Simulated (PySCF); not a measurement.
## Atomic calculation, with input and output: Rh⁷⁺

System: Rh⁷⁺, configuration 1s2 2s2 2p6 3s2 3p6 3d10 4s2 4p6 4d2, multiplicity 3.
Method: unrestricted HF, even-tempered 21s15p11d5f4g, spin-free X2C-1e, Gaussian nucleus (PySCF).

### Input file
```python
from pyscf import gto, scf, dft, mp, cc
mol = gto.M(atom="Rh 0 0 0", charge=7, spin=2, symmetry="D2h",
            basis=gto.etbs([(0, 21, 0.18, 2.5), (1, 15, 0.23, 2.5), (2, 11, 0.23, 2.5), (3, 5, 0.98, 2.7), (4, 4, 1.5, 2.7)]),
            nucmod="G")
mf = scf.UHF(mol).sfx2c1e()
mf.irrep_nelec = {'Ag': (7, 6), 'B1g': (2, 1), 'B2g': (1, 1), 'B3g': (1, 1), 'B1u': (3, 3), 'B2u': (3, 3), 'B3u': (3, 3)}
mf.kernel()
```

The script is an equivalent of what the driver set up; the driver started from orbitals of its own, so the log can be shorter than this script's would be, and it computed the properties (radii, ⟨L²⟩, response) afterwards. It held the occupations shell by shell, which the script's counts by irreducible representation don't always enforce.

The run was one of a batch that the task file lists, launched with:
```bash
OMP_NUM_THREADS=1 python <driver script> TASK.json OUT
```

### The program's output (extracts)
```
damping factor = 0
level_shift factor = 0
DIIS = <class 'pyscf.scf.diis.CDIIS'>
diis_start_cycle = 1
diis_space = 10
diis_damp = 0
SCF conv_tol = 1e-09
SCF conv_tol_grad = None
number electrons alpha = 20  beta = 18
cycle= 1 E= -4768.90677966086  delta_E= -0.011  |g|= 0.0465  |ddm|= 0.0483
cycle= 2 E= -4768.90724052956  delta_E= -0.000461  |g|= 0.0101  |ddm|= 0.00981
cycle= 3 E= -4768.90726296263  delta_E= -2.24e-05  |g|= 0.000546  |ddm|= 0.00274
cycle= 4 E= -4768.90726298692  delta_E= -2.43e-08  |g|= 0.000165  |ddm|= 0.000126
cycle= 5 E= -4768.90726298853  delta_E= -1.61e-09  |g|= 9.71e-06  |ddm|= 4.56e-05
cycle= 6 E= -4768.90726298856  delta_E= -2.55e-11  |g|= 1.29e-06  |ddm|= 8.01e-06
converged SCF energy = -4768.90726298856  <S^2> = 2.0040855  2S+1 = 3.0027224
```

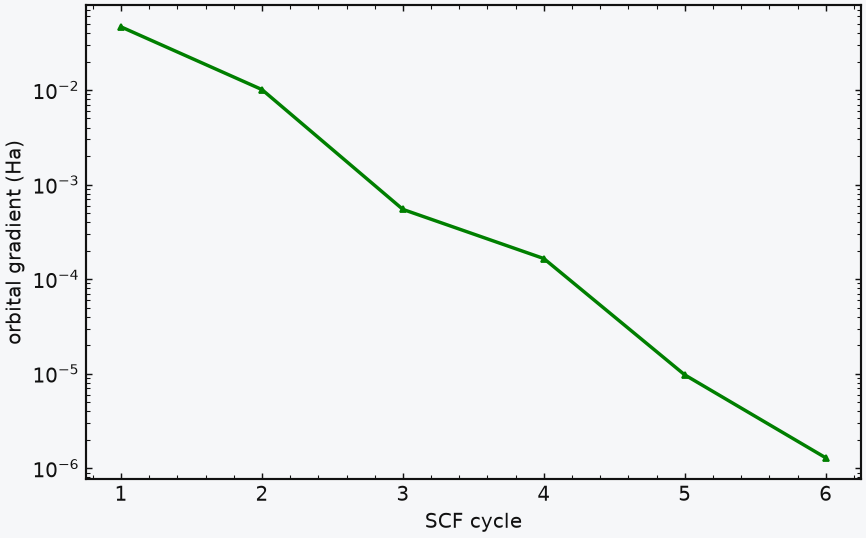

*Convergence: orbital gradient against the SCF cycle.*

The residual falls at every step. It goes from 0.046 to 1.3×10⁻⁶ in 6 steps.

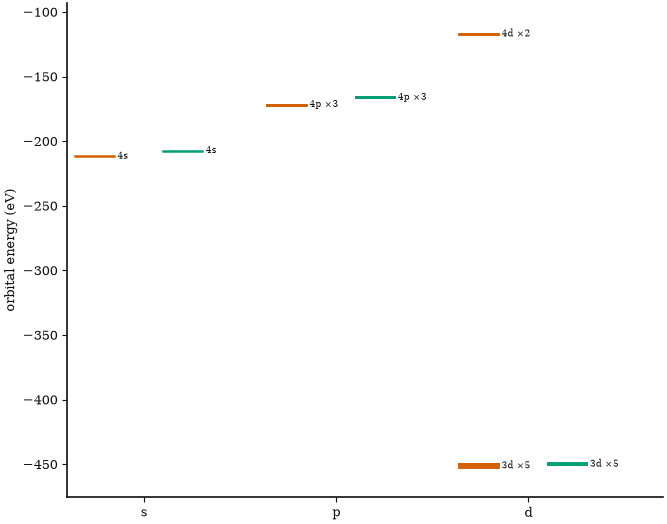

*Orbital energies of the mean field, from the top down to −451.9 eV, by angular momentum, α spin at the left of each column and β at the right; ×n counts the orbitals under one label.*

The highest filled orbital is 4d α at −116.7 eV, the lowest empty one d α at −95.7 eV.

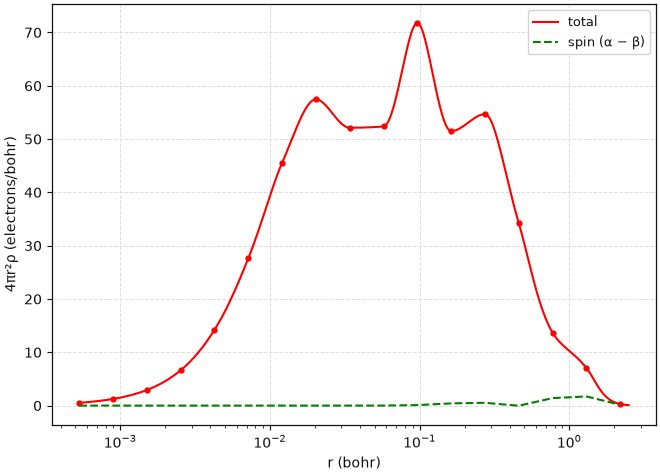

*Spherically averaged radial density 4πr²ρ of the mean field and its spin part; markers are the stored points, which are sparse, and the line is a monotone interpolation between them.*

The largest stored value is 71.8 electrons/bohr at r = 0.097 bohr. Root-mean-square radii of the shells: 3d 0.402, 3s 0.415, 3p 0.418, 4s 1.00, 4p 1.08, 4d 1.26 bohr.

### Summary

```
      quantity                      value
       outcome                  converged
  total energy         −4768.9073 hartree
          ⟨S²⟩                      2.004
          ⟨L²⟩                      12.06
SCF iterations                          6
      hardware  1 CPU thread, shared host
      CPU time     42 s (integrals apart)
```

### Notes

Radii and densities are those of the two-component orbitals, without the picture-change correction, so the innermost s shells come out slightly too small (about 1 % for 1s near Z = 40, more for heavier atoms).
